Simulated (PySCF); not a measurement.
**SiH3F (SiFH3) at QCISD(T)/STO-6G**

Aim: the energy change on altering one bond length of SiH3F (SiFH3) at QCISD(T)/STO-6G, from 2 runs. The job is set up through a Python script.

The results are computed with PySCF 2.14.0.

10 further runs of the same task are left out: 1 that didn't finish, 9 set aside as unsound or not needed.

## 1. Starting point

SiH3F has 5 atoms, charge 0, and is taken as a singlet. SMILES: `[H][Si]([H])([H])F`. The coordinates come from a GFN2-xTB relaxation.

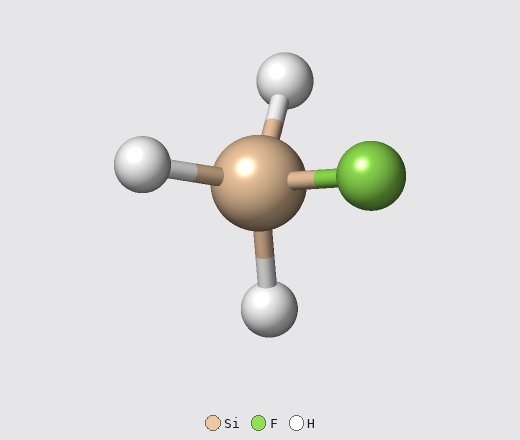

The structure, seen from a chosen angle (silicon light orange, fluorine green, hydrogen white).

## 2. A single-point energy at QCISD(T)/STO-6G

The input, input.py:

```python
from pyscf import gto, cc

molecule = gto.Mole()
molecule.atom = [
    ('Si', (-0.000700, 0.001210, -0.093590)),
    ('F', (0.010860, -0.019140, 1.511980)),
    ('H', (1.400270, 0.011030, -0.482220)),
    ('H', (-0.709280, 1.218920, -0.453380)),
    ('H', (-0.701150, -1.212020, -0.482790)),
]
molecule.basis = 'sto-6g'
molecule.spin = 0
molecule.verbose = 3
molecule.max_memory = 1860
molecule.charge = 0
molecule.build()

hf = molecule.RHF()
hf.conv_tol = 1e-10
hf.kernel()
if not hf.converged:
    hf = hf.newton().run(hf.mo_coeff, hf.mo_occ)

mycc = cc.QCISD(hf, frozen=6)
mycc.kernel()
e_t = mycc.qcisd_t()
e_tot = mycc.e_tot + e_t
print('E = %.10f Eh' % e_tot)
```

The run is started by

```
$ OMP_NUM_THREADS=1 python input.py
```

The program printed:

```text
converged SCF energy = -388.61014853929
E(QCISD) = -388.6858954863334  E_corr = -0.07574694704365126
QCISD(T) correction = -0.00141230978367397
E = -388.6873077961 Eh
```

Run time: 1 s. Hardware: 1 thread of Arm Neoverse V1, shared host; peak memory 0.12 GiB.

## 3. The distorted shape

The input, run.py:

```python
from pyscf import gto, scf, cc

system = gto.Mole()
system.atom = '''
Si     2.381244     4.129065     1.146996
F      2.403089     4.090609     4.181083
H      5.028693     4.147622     0.412591
H      1.042222     6.430203     0.467091
H     -1.324981    -2.290386    -0.912341
'''
system.max_memory = 1860
system.unit = 'bohr'
system.basis = 'sto-6g'
system.verbose = 3
system.charge = 0
system.build()

mf = scf.RHF(system)
mf.conv_tol = 1e-10
mf.kernel()
if not mf.converged:
    mf = mf.newton().run(mf.mo_coeff, mf.mo_occ)

mycc = cc.QCISD(mf, frozen=6)
mycc.kernel()
e_t = mycc.qcisd_t()
etot = mycc.e_tot + e_t
print('E = %.10f Eh' % etot)
```

The run is started by

```
$ OMP_NUM_THREADS=1 python run.py
```

The program printed:

```text
converged SCF energy = -388.219657660141
E(QCISD) = -388.4960009959226  E_corr = -0.2763433357812553
QCISD(T) correction = -0.0162579522344666
E = -388.5122589482 Eh
```

Run time: 0.93 s. Hardware: 1 thread of Arm Neoverse V1, shared host; peak memory 0.1 GiB.

## 4. Results

At QCISD(T)/STO-6G, 6 core orbitals frozen:

| quantity | value |
| --- | --- |
| first shape: total energy | -388.68731 Eh |
| first shape: dipole moment (Hartree–Fock density) | 1.46 D |
| first shape: HOMO energy (Hartree–Fock orbitals) | -10.54 eV |
| first shape: LUMO energy (Hartree–Fock orbitals) | 12.70 eV |
| first shape: HOMO–LUMO gap (Hartree–Fock orbitals) | 23.25 eV |
| first shape: correlation energy (6 core orbitals frozen) | -77.2 mEh |
| first shape: (T) correction | -1.41 mEh |
| first shape: T1 diagnostic | 0.009 |
| distorted shape: total energy | -388.51226 Eh |
| distorted shape: dipole moment (Hartree–Fock density) | 2.39 D |
| distorted shape: HOMO energy (Hartree–Fock orbitals) | -3.17 eV |
| distorted shape: LUMO energy (Hartree–Fock orbitals) | 1.01 eV |
| distorted shape: HOMO–LUMO gap (Hartree–Fock orbitals) | 4.18 eV |
| distorted shape: correlation energy (6 core orbitals frozen) | -292.6 mEh |
| distorted shape: (T) correction | -16.26 mEh |
| distorted shape: T1 diagnostic | 0.040 |
| energy change with the Si1–H5 bond stretched from 1.454 to 4.071 Å | 4.763 eV |

One bond (distorted shape) is far stretched, which a spin-restricted single reference describes badly; perturbation theory on it can break down and give far too much correlation. With the Si1–H5 bond stretched from 1.454 to 4.071 Å the energy rises by 4.76 eV (460 kJ/mol). The first shape isn't relaxed at this level, so the change isn't measured from a minimum. A restricted reference can't describe the breaking bond well at this length. The minimal basis adds a large error of its own. Mulliken charges (first shape) of the mean-field density run from -0.36 on F2 to +0.87 on Si1; they depend strongly on the basis. The triples (first shape) make up 1.8 % of the correlation energy. The T1 diagnostic (distorted shape) of 0.040 is above the customary mark for such species, so a single reference may not serve. The triples (distorted shape) make up 5.6 % of the correlation energy.
